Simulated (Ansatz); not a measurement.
# Run report: Ga12P11H32 (charge −1), geometry relaxation (part 2 of 2)

Ga12P11H32 (Ga12P11 zinc blende off sphere), charge −1; RKS PBE-D4/def2-SVP (Ansatz 0.2.0). 

```
Total energy: -730999.40457751 eV, -26863.7326290310 hartree
Atom 0 at    -4.017030     1.856228    -0.728034 Å, force     0.008295    -0.000021     0.006863 eV/Å
Atom 1 at    -1.923218    -3.262334     2.236040 Å, force    -0.000648    -0.004872    -0.001004 eV/Å
Atom 2 at     1.177418    -3.618784    -0.572421 Å, force    -0.000318     0.004514     0.001515 eV/Å
Atom 3 at    -1.382585     1.605511    -3.451774 Å, force    -0.000045     0.001677     0.000880 eV/Å
Atom 4 at     1.068833    -1.066677    -3.343841 Å, force     0.000847     0.002999    -0.001527 eV/Å
Atom 5 at    -1.580729    -1.025512    -0.682670 Å, force     0.001377     0.001529    -0.002353 eV/Å
Atom 6 at    -1.401722     1.700219     1.998730 Å, force     0.004561    -0.000695     0.004442 eV/Å
Atom 7 at     1.156651    -1.014553     2.121127 Å, force    -0.001004     0.002662     0.001236 eV/Å
Atom 8 at     1.209601     1.727341    -0.753533 Å, force     0.000989    -0.001691    -0.002461 eV/Å
Atom 9 at     3.717608    -1.087354    -0.700152 Å, force    -0.002427     0.000335     0.000290 eV/Å
Atom 10 at     3.588621     1.852551     2.182094 Å, force     0.002930    -0.002358    -0.002157 eV/Å
Atom 11 at    -3.280900    -1.952931     0.714343 Å, force    -0.000661    -0.001575     0.003474 eV/Å
Atom 12 at    -2.866938     0.279522    -2.192729 Å, force     0.001732    -0.002058    -0.001362 eV/Å
Atom 13 at    -3.542339     2.708896     1.497101 Å, force    -0.002382    -0.001696    -0.004212 eV/Å
Atom 14 at    -0.367714    -2.476739    -2.073549 Å, force    -0.001246    -0.000005     0.001115 eV/Å
Atom 15 at    -0.158785    -2.335127     3.627801 Å, force    -0.001643    -0.000884     0.001206 eV/Å
Atom 16 at     2.608809    -2.430787     0.976731 Å, force     0.002284    -0.002132    -0.003611 eV/Å
Atom 17 at    -0.149110     0.232574    -4.999752 Å, force     0.001394    -0.000860     0.001163 eV/Å
Atom 18 at    -0.343112     3.150190    -1.921974 Å, force     0.002931     0.012278    -0.003884 eV/Å
Atom 19 at     2.520579     0.432694    -2.195567 Å, force    -0.001320    -0.000807    -0.000068 eV/Å
Atom 20 at    -0.076256     0.288207     0.575045 Å, force     0.000213    -0.001304     0.001733 eV/Å
Atom 21 at     2.392538     0.348153     3.662416 Å, force    -0.000026     0.001190     0.003375 eV/Å
Atom 22 at     2.509808     3.272607     0.523722 Å, force     0.001301     0.002767     0.001043 eV/Å
Atom 23 at    -4.296033     2.999376    -1.541046 Å, force    -0.000719     0.005433    -0.004977 eV/Å
Atom 24 at    -5.358144     1.358905    -0.649854 Å, force    -0.006650    -0.001867     0.001397 eV/Å
Atom 25 at    -2.788391    -3.998159     3.111233 Å, force     0.001464     0.000468    -0.001584 eV/Å
Atom 26 at    -1.425140    -4.390256     1.507391 Å, force    -0.000674     0.003889     0.001717 eV/Å
Atom 27 at     1.975469    -4.526783    -1.343035 Å, force     0.002306    -0.001890    -0.001837 eV/Å
Atom 28 at     0.467849    -4.600989     0.189354 Å, force    -0.000861    -0.001787     0.001507 eV/Å
Atom 29 at    -2.268739     2.375762    -4.277521 Å, force    -0.000811     0.000419     0.000338 eV/Å
Atom 30 at     1.923310    -1.946014    -4.089948 Å, force    -0.000139     0.000053     0.000118 eV/Å
Atom 31 at    -1.516087     0.986637     3.232846 Å, force    -0.000450     0.003610    -0.005075 eV/Å
Atom 32 at    -0.498422     2.724948     2.419645 Å, force    -0.001288    -0.002665    -0.000328 eV/Å
Atom 33 at     4.529751    -1.970856    -1.484840 Å, force     0.001274    -0.001155    -0.000893 eV/Å
Atom 34 at     4.786402    -0.399186    -0.042125 Å, force     0.000572     0.001118     0.000686 eV/Å
Atom 35 at     4.674356     1.140932     1.577073 Å, force    -0.002121     0.000876     0.001693 eV/Å
Atom 36 at     4.392759     2.699833     3.013506 Å, force    -0.000544     0.000146    -0.000011 eV/Å
Atom 37 at    -4.235290    -2.933439    -0.083651 Å, force    -0.000706    -0.001525    -0.001068 eV/Å
Atom 38 at    -3.855474    -0.754893     1.587408 Å, force    -0.000589     0.000016    -0.000237 eV/Å
Atom 39 at    -3.974455    -0.555338    -2.956416 Å, force    -0.001353     0.000254     0.000180 eV/Å
Atom 40 at    -4.606558     2.054542     2.468808 Å, force    -0.001751     0.000740     0.001736 eV/Å
Atom 41 at    -3.328698     4.269107     1.369725 Å, force     0.000247    -0.000459     0.000308 eV/Å
Atom 42 at    -1.139472    -3.568983    -2.914594 Å, force    -0.000632    -0.000881     0.000024 eV/Å
Atom 43 at     0.703530    -3.552248     4.170981 Å, force     0.000021     0.000196     0.000469 eV/Å
Atom 44 at    -0.943694    -1.367426     4.611092 Å, force     0.000299     0.000044    -0.000832 eV/Å
Atom 45 at     3.610872    -3.399216     1.718923 Å, force    -0.000054    -0.000291     0.000445 eV/Å
Atom 46 at    -1.150499    -0.736478    -5.760654 Å, force    -0.000623    -0.000424    -0.000257 eV/Å
Atom 47 at     0.918547     1.103268    -5.787051 Å, force    -0.000025     0.000383     0.000138 eV/Å
Atom 48 at     0.433140     4.292935    -2.700723 Å, force    -0.008118    -0.010846     0.007278 eV/Å
Atom 49 at    -1.466773     3.523548    -0.847742 Å, force     0.004775    -0.001904    -0.004547 eV/Å
Atom 50 at     3.587613     1.123857    -3.132461 Å, force     0.000564     0.000208    -0.000479 eV/Å
Atom 51 at     1.376794     1.290347     4.435383 Å, force     0.000894    -0.001207    -0.001481 eV/Å
Atom 52 at     3.457910    -0.539769     4.434510 Å, force    -0.001420     0.000681     0.000136 eV/Å
Atom 53 at     1.536542     4.168800     1.402703 Å, force     0.000423     0.000249    -0.000507 eV/Å
Atom 54 at     3.654593     3.912038    -0.367573 Å, force    -0.000446    -0.000877     0.000242 eV/Å
Dipole moment:     0.454271    -0.973178    -0.072091 e Å
Checks for a lower state left out: stability, starts, cluster_reference, orbital_swaps, neighbouring_geometries, increment
```

Trajectory as extended XYZ (Å, eV, eV/Å), 2 of the 31 frames kept, from step=1 to step=31
```
55
Properties=species:S:1:pos:R:3:forces:R:3 step=1 energy=-730995.90895
P    -4.3519    1.7405   -0.5896    1.1612  -0.4794   0.1338
P    -1.6516   -3.7082    2.1372    0.8481   1.3104  -0.4829
P     1.0849   -3.7131   -0.5891    1.0701   1.2551  -0.9848
P    -1.6276    1.7286   -3.3113    0.3755  -0.6501   1.0815
P     1.0819   -0.9992   -3.3268   -0.1585   0.1549   1.1518
P    -1.6231   -0.9962   -0.5989    0.4815   0.1643   0.4355
P    -1.6438    1.7244    2.1306    0.4200   0.1062  -1.9923
P     1.0888   -0.9774    2.1456   -0.1900  -0.1932  -1.1300
P     1.0523    1.6999   -0.5972    0.6185  -0.4535   0.2330
P     3.8116   -0.9936   -0.5913   -1.0610  -0.2139  -0.2777
P     3.8497    1.7115    2.1248   -1.9266   0.3515   0.0082
Ga   -2.9639   -2.3496    0.7779   -0.7134  -0.0309  -0.8324
Ga   -3.0023    0.3410   -1.9545    0.2532   0.1098  -0.4671
Ga   -2.9929    3.0723    0.7577    0.1842   1.0179   0.0512
Ga   -0.2706   -2.3735   -1.9585   -0.5101   0.4225  -0.5423
Ga   -0.2681   -2.3588    3.4854    0.4667   0.1175   0.5698
Ga    2.4643   -2.3459    0.7728   -0.3943   0.2480   0.9409
Ga   -0.2818    0.3767   -4.6896   -0.2305   0.0534  -0.6294
Ga   -0.2564    3.0746   -1.9433    0.4068   0.7668  -0.7513
Ga    2.4551    0.3470   -1.9618   -0.4265   0.8609  -0.3741
Ga   -0.2687    0.3698    0.7532    0.3125  -0.4560   0.0804
Ga    2.4388    0.3687    3.4860   -0.0208  -0.0878   0.3911
Ga    2.4590    3.1021    0.7432   -0.5735  -0.1700  -0.0386
H    -5.1615    2.5549   -1.4073   -0.4477   0.0756  -0.0057
H    -5.1775    0.9312    0.2175   -0.6233  -0.0822  -0.0261
H    -2.4269   -4.5353    2.9165   -0.5423  -0.9567   0.5317
H    -0.8254   -4.5368    1.3338   -0.2759  -0.4878   0.2212
H     1.9041   -4.5545   -1.4208   -0.2909  -0.1729   0.2712
H     0.2979   -4.5199    0.2041   -0.2656  -0.9748   0.4358
H    -2.4404    2.5432   -4.1208   -0.2775   0.2268  -0.3159
H     1.9144   -1.8012   -4.1293    0.2365  -0.3058  -0.3674
H    -2.4442    0.9358    2.9050   -0.5713  -0.7452   1.2618
H    -0.8259    2.5370    2.9174    0.1736   0.2421   0.6520
H     4.6312   -1.8148   -1.3899    0.6123  -0.0908  -0.0597
H     4.6243   -0.1785    0.2320    0.4751  -0.2729  -0.1160
H     4.6320    0.9068    1.2994    0.9508  -0.0469   0.0065
H     4.6525    2.5348    2.9284    0.6800   0.0722   0.1231
H    -3.8815   -3.2513   -0.1084   -0.1092  -0.4158  -0.3702
H    -3.8832   -1.4700    1.6464   -0.1913   0.5627   0.6938
H    -3.8766   -0.5389   -2.8362   -0.6606  -0.5867  -0.4983
H    -3.8608    3.9570    1.6201   -1.0481   0.4672   1.0569
H    -2.0962    4.0181   -0.1362   -0.4342  -0.3641   0.3914
H    -1.1774   -3.2396   -2.8588   -0.3260  -0.4784  -0.2847
H     0.6120   -3.2536    4.3901    0.4668  -0.5514   0.2012
H    -1.1648   -1.4660    4.3794   -0.5885   0.4212   0.0819
H     3.3319   -3.2532    1.6428    0.5703  -0.5865   0.4340
H    -1.1586   -0.5403   -5.5876   -0.3976  -0.5181  -0.1497
H     0.6414    1.2540   -5.5720    0.4969   0.4450  -0.1365
H     0.6272    3.9735   -2.8496    0.6051   0.0777  -0.5612
H    -1.1523    3.9841   -1.0853    0.2021   0.2343  -0.0801
H     3.3571    1.2460   -2.8620    0.3144   0.1805  -0.1598
H     1.5528    1.2490    4.4065   -0.3797   0.5905   0.0276
H     3.3269   -0.5210    4.3500    0.7339  -0.6964   0.4323
H     1.5663    3.9933    1.6535   -0.3720   0.0106   0.5870
H     3.3351    3.9833   -0.1107    0.8909   0.5229  -0.8522
55
Properties=species:S:1:pos:R:3:forces:R:3 step=31 energy=-730999.40447
P    -4.0170    1.8562   -0.7280    0.0083   0.0000   0.0069
P    -1.9232   -3.2623    2.2360   -0.0006  -0.0049  -0.0010
P     1.1774   -3.6188   -0.5724   -0.0003   0.0045   0.0015
P    -1.3826    1.6055   -3.4518    0.0000   0.0017   0.0009
P     1.0688   -1.0667   -3.3438    0.0008   0.0030  -0.0015
P    -1.5807   -1.0255   -0.6827    0.0014   0.0015  -0.0024
P    -1.4017    1.7002    1.9987    0.0046  -0.0007   0.0044
P     1.1567   -1.0146    2.1211   -0.0010   0.0027   0.0012
P     1.2096    1.7273   -0.7535    0.0010  -0.0017  -0.0025
P     3.7176   -1.0874   -0.7002   -0.0024   0.0003   0.0003
P     3.5886    1.8526    2.1821    0.0029  -0.0024  -0.0022
Ga   -3.2809   -1.9529    0.7143   -0.0007  -0.0016   0.0035
Ga   -2.8669    0.2795   -2.1927    0.0017  -0.0021  -0.0014
Ga   -3.5423    2.7089    1.4971   -0.0024  -0.0017  -0.0042
Ga   -0.3677   -2.4767   -2.0735   -0.0012   0.0000   0.0011
Ga   -0.1588   -2.3351    3.6278   -0.0016  -0.0009   0.0012
Ga    2.6088   -2.4308    0.9767    0.0023  -0.0021  -0.0036
Ga   -0.1491    0.2326   -4.9998    0.0014  -0.0009   0.0012
Ga   -0.3431    3.1502   -1.9220    0.0029   0.0123  -0.0039
Ga    2.5206    0.4327   -2.1956   -0.0013  -0.0008  -0.0001
Ga   -0.0763    0.2882    0.5750    0.0002  -0.0013   0.0017
Ga    2.3925    0.3482    3.6624    0.0000   0.0012   0.0034
Ga    2.5098    3.2726    0.5237    0.0013   0.0028   0.0010
H    -4.2960    2.9994   -1.5410   -0.0007   0.0054  -0.0050
H    -5.3581    1.3589   -0.6499   -0.0066  -0.0019   0.0014
H    -2.7884   -3.9982    3.1112    0.0015   0.0005  -0.0016
H    -1.4251   -4.3903    1.5074   -0.0007   0.0039   0.0017
H     1.9755   -4.5268   -1.3430    0.0023  -0.0019  -0.0018
H     0.4678   -4.6010    0.1894   -0.0009  -0.0018   0.0015
H    -2.2687    2.3758   -4.2775   -0.0008   0.0004   0.0003
H     1.9233   -1.9460   -4.0899   -0.0001   0.0001   0.0001
H    -1.5161    0.9866    3.2328   -0.0004   0.0036  -0.0051
H    -0.4984    2.7249    2.4196   -0.0013  -0.0027  -0.0003
H     4.5298   -1.9709   -1.4848    0.0013  -0.0012  -0.0009
H     4.7864   -0.3992   -0.0421    0.0006   0.0011   0.0007
H     4.6744    1.1409    1.5771   -0.0021   0.0009   0.0017
H     4.3928    2.6998    3.0135   -0.0005   0.0001   0.0000
H    -4.2353   -2.9334   -0.0837   -0.0007  -0.0015  -0.0011
H    -3.8555   -0.7549    1.5874   -0.0006   0.0000  -0.0002
H    -3.9745   -0.5553   -2.9564   -0.0014   0.0003   0.0002
H    -4.6066    2.0545    2.4688   -0.0018   0.0007   0.0017
H    -3.3287    4.2691    1.3697    0.0002  -0.0005   0.0003
H    -1.1395   -3.5690   -2.9146   -0.0006  -0.0009   0.0000
H     0.7035   -3.5522    4.1710    0.0000   0.0002   0.0005
H    -0.9437   -1.3674    4.6111    0.0003   0.0000  -0.0008
H     3.6109   -3.3992    1.7189   -0.0001  -0.0003   0.0004
H    -1.1505   -0.7365   -5.7607   -0.0006  -0.0004  -0.0003
H     0.9185    1.1033   -5.7871    0.0000   0.0004   0.0001
H     0.4331    4.2929   -2.7007   -0.0081  -0.0108   0.0073
H    -1.4668    3.5235   -0.8477    0.0048  -0.0019  -0.0045
H     3.5876    1.1239   -3.1325    0.0006   0.0002  -0.0005
H     1.3768    1.2903    4.4354    0.0009  -0.0012  -0.0015
H     3.4579   -0.5398    4.4345   -0.0014   0.0007   0.0001
H     1.5365    4.1688    1.4027    0.0004   0.0002  -0.0005
H     3.6546    3.9120   -0.3676   -0.0004  -0.0009   0.0002
```

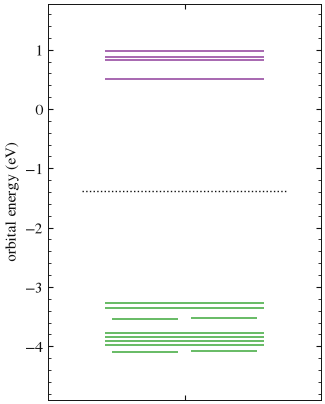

**Figure 1.** Orbital energies near the frontier; the dotted line parts filled from empty levels, and levels within 0.02 eV of each other stand side by side. Highest filled −3.27 eV, lowest empty 0.51 eV, 3.78 eV apart.
